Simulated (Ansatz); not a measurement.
# Pd wire along [111], 13 atoms a period: bands along the axis, part 2 of 2

What gap, if any, does the Pd wire along [111], 13 atoms a period have, and how many channels would it open?

Ansatz 0.2.0; DFT PBE, plane waves, PAW; relaxation of a wire's period; PAW set soft_1 (the session's first sound run).

So far: Set-up; Relaxation of atoms and period.

## Step 2: Relaxation of atoms and period (continued)

Relaxation path:

```tsv
step	energy less that of the first step (eV)	largest force component (eV/Å)	pressure (GPa)	volume (Å³)
1	0.0000	0.9646	-1.99	981.50
2	-0.4577	1.0601	1.53	936.12
3	-0.8483	0.1113	-0.33	936.54
4	-0.9043	0.0262	0.01	918.12
5	-0.9067	0.0141	0.05	913.82
6*	-0.8983	0.0150	0.06	913.82
```

Relaxation steps marked * repeat the geometry before them on a plane-wave basis chosen anew for their cell, so energy and pressure can jump there.

Forces are held to the 4 operations that the run works with; a distortion that breaks them can't arise in this run.

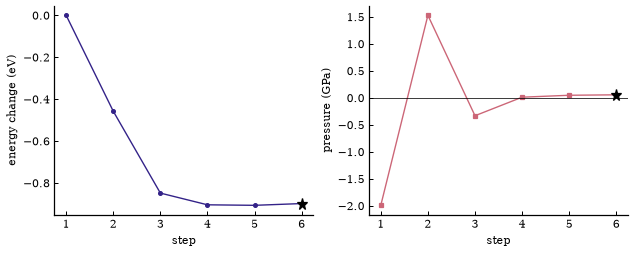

Energy and pressure along the relaxation. Stars mark steps on a basis chosen anew.

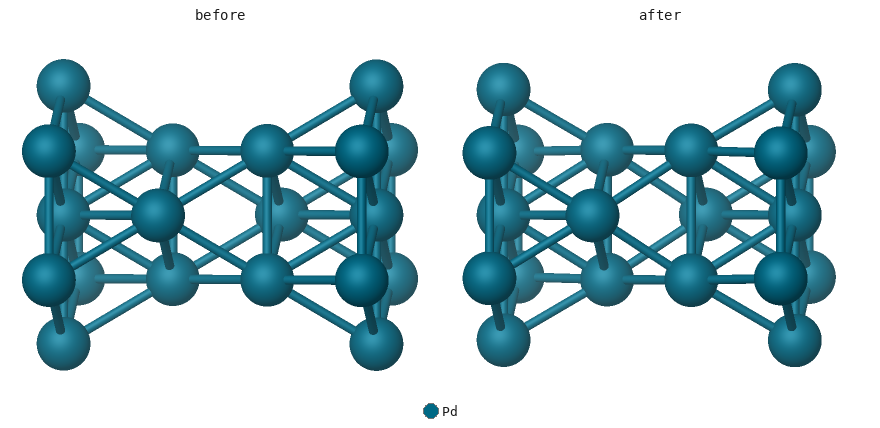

The structure before and after the relaxation, drawn at the same scale.

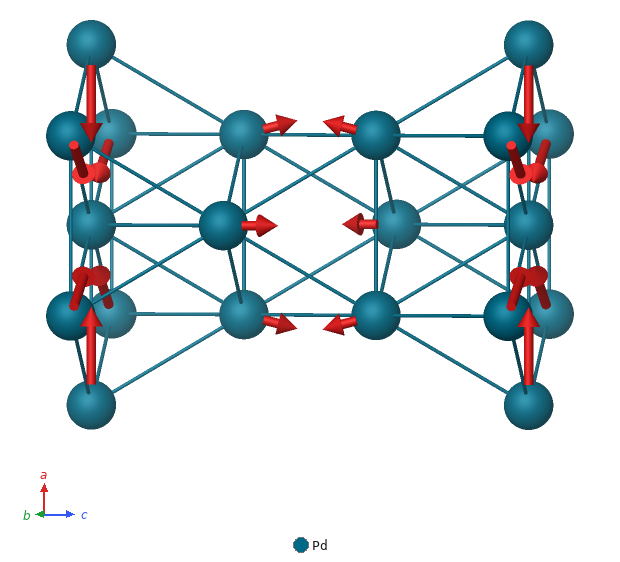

Displacements in the relaxation, exaggerated, measured against the changing cell; the longest in the cell stands for 0.09 Å. Some periodic images of atoms are drawn too.

```tsv
cell as run	before	after	change
c (Å)	6.824	6.354	-6.9 %
```

The atoms that moved most (Å, along periodic axes as changes of fractional coordinates times the final cell, across vacuum about the mean position):

```tsv
atom	dx	dy	dz	length
Pd13	-0.039	-0.076	0.003	0.085
Pd3	-0.039	0.076	-0.003	0.085
Pd12	0.039	-0.076	0.003	0.085
Pd1	0.039	0.076	-0.003	0.085
Pd4	-0.079	0.000	0.000	0.079
Pd11	0.079	0.000	0.000	0.079
Pd9	0.000	-0.007	-0.037	0.038
Pd6	0.000	0.007	0.037	0.038
```

Numbers from this step:

* energy at zero smearing: -90633.2085 eV
* cell length along the wire: 6.354 Å

The cell's length comes to 6.354 Å with spin left out.

## Step 3: Bands of the perfect wire

This step: DFT PBE, plane waves, PAW; bands of a perfect wire; PAW set soft_1 (Ansatz 0.2.0).

At the relaxed period the bands are computed along the axis; those that cross an energy going forward count the channels that a perfect wire would open there.

input.yaml reads:

```yaml
crystal:
  lattice:
    - [12.372, 0.0, 0.0]
    - [0.0, 11.625, 0.0]
    - [0.0, 0.0, 6.3537284404]
  atoms:
    - { symbol: Pd, position: [0.390540823, 0.298992293, 0.999559462] }
    - { symbol: Pd, position: [0.5, 0.500021281, 0.0] }
    - { symbol: Pd, position: [0.609459177, 0.298992293, 0.999559462] }
    - { symbol: Pd, position: [0.718811438, 0.500021281, 0.0] }
    - { symbol: Pd, position: [0.386676969, 0.43054317, 0.338713232] }
    - { symbol: Pd, position: [0.5, 0.638988641, 0.339155266] }
    - { symbol: Pd, position: [0.613323031, 0.43054317, 0.338713232] }
    - { symbol: Pd, position: [0.386676969, 0.569499392, 0.661286768] }
    - { symbol: Pd, position: [0.5, 0.361053921, 0.660844734] }
    - { symbol: Pd, position: [0.613323031, 0.569499392, 0.661286768] }
    - { symbol: Pd, position: [0.281188562, 0.500021281, 0.0] }
    - { symbol: Pd, position: [0.390540823, 0.701050269, 0.000440538] }
    - { symbol: Pd, position: [0.609459177, 0.701050269, 0.000440538] }
kpoints:
  mp_grid: { grid: [1, 1, 13] }
  band_path: { path: ["Γ", Z], npoints: 90 }
scf:
  occupations: { method: fermi_dirac, width: 0.05 }
hamiltonian:
  xc: pbe
  pseudopotentials: { kind: paw, azcp: { folder: soft_1 } }
output:
  dos: { e_range: [-5, 4] }
  write_potential: true
  write_density: true
  volumetric_format: npy
```

The run is started by

```bash
> ansatz run input.yaml --threads 4 --pin off --max-ram 16384MiB --backend cpu --events-out ev --progress --plain --runs-dir out
```

Numbers of over 12 decimals in the logs are rounded to 6 here.

The log of the run:

```text
[...]
Crystal: 13 atoms, lattice volume = 913.822 Å³
Basis set: ecut = 420 eV, 17891 PW (Γ)
Bands: 141, of which v1, the nominal top of the filled ones, is band 117 counted from 1 (116 counted from 0)
Symmetry: 4 space group operations
[...]
k-points: 7 of 13
[...]
SCF iter   1: F=—  HF=-90644.784489 eV  |F-HF|=—  |Δ(HF+E_count)|=         —  Δρ=7.17e-2  dr2=5.94e1  ethr=3.10e-3  ⟨swp⟩=6.3  Hψ=3654  notcnv=0  defer=21
[...]
SCF iter  14: F=-90633.373017 eV  HF=-90633.373017 eV  |F-HF|=3.27e-8  |Δ(HF+E_count)|=   8.73e-9  Δρ=1.58e-6  dr2=4.09e-8  ethr=4.27e-11  ⟨swp⟩=3.9  Hψ=2154  notcnv=0
SCF 1 converged in 14 iterations: F = -90633.373017 eV  dr2 = 4.09e-8
[...]
NSCF: frozen V_eff on 91 k-points
WARN: The output density's exchange-correlation potential varies sharply where the density is thin. Do not read a vacuum level from v_tot or v_xc, or from such a field of the output density. On a cell that repeats whose density bears no net charge and no dipole along the vacuum's axis use v_es (v_loc + v_h of the components); under efield.dipole_correction with no amplitude use v_es + v_field, which holds any externa [...]
SCF converged after 14 iterations
Free energy (F): -90633.373017 eV
[...]
Internal energy: -90633.044377 eV  (E = F + TS)
E sigma→0 (E₀):  -90633.208697 eV
Entropy (-TS):   -0.328640 eV (-25.280 meV/atom)
Fermi energy:    0.306313 eV
[...]
--- Band table (eV; the first three rows and the last of 7) ---
  k-point 0: bands = [... 113 lower, 0.1395, 0.1512, 0.1874, 0.3794, 0.3811, 0.4174, 0.4637, 1.2311, ... 20 higher]
  k-point 1: bands = [... 113 lower, 0.1433, 0.1546, 0.1873, 0.3150, 0.3711, 0.3726, 0.5774, 1.0439, ... 20 higher]
  k-point 2: bands = [... 113 lower, 0.1612, 0.1704, 0.1870, 0.2128, 0.3463, 0.3473, 0.7112, 0.7387, ... 20 higher]
  k-point 6: bands = [... 113 lower, 0.1453, 0.1870, 0.3336, 0.3444, 0.3460, 0.3743, 0.3752, 1.0477, ... 20 higher]
```

Run time: 77 s. Hardware: 4 threads of Intel Xeon Platinum 8488C (Sapphire Rapids), shared host; peak memory 5.8 GiB; 5 min of CPU time.

This step gave:

```yaml
energy_at_zero_smearing: -90633.2087 eV
band_gap: 0 eV
```

Electronic bands along the path, in eV, zero at the Fermi level; # counts the bands kept:

```tsv
point	#61	#62	#63	#64	#65	#66	#67	#68
Γ	-0.17	-0.16	-0.12	0.07	0.07	0.11	0.16	0.92
Z	-0.17	-0.12	0.04	0.04	0.05	0.07	0.07	0.75
```

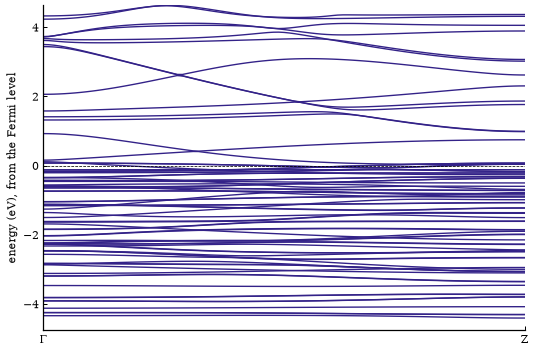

Electronic bands along the path.

Between Γ and Z the bands cross the Fermi level 7 times, so a perfect wire would conduct at least 7 G₀, with spin left out.

## Step 4: Outcome

| Item | Value |
| --- | --- |
| cell length, PBE | 6.354 Å |
| ballistic conductance by band crossings, a lower bound, PBE | 7 G₀ |

What this shows: Under PBE the cell's length is 6.35 Å, and the bands cross the Fermi level 7 times between Γ and Z, which gives a perfect wire at least 7 G₀ (opposite crossings within one step of the path cancel in such a count). No spin was allowed, though thin wires with open d shells can turn magnetic.

[Logs are printed without paths, hosts, clocks, repeated set-up lines and the standing remarks that a program may print on its own settings, such as how far it seeks lower states.]

[Hosts, paths, dates, database ids (printed as entryN), source tags and the programs' standing remarks are cut or masked in the printed files.]
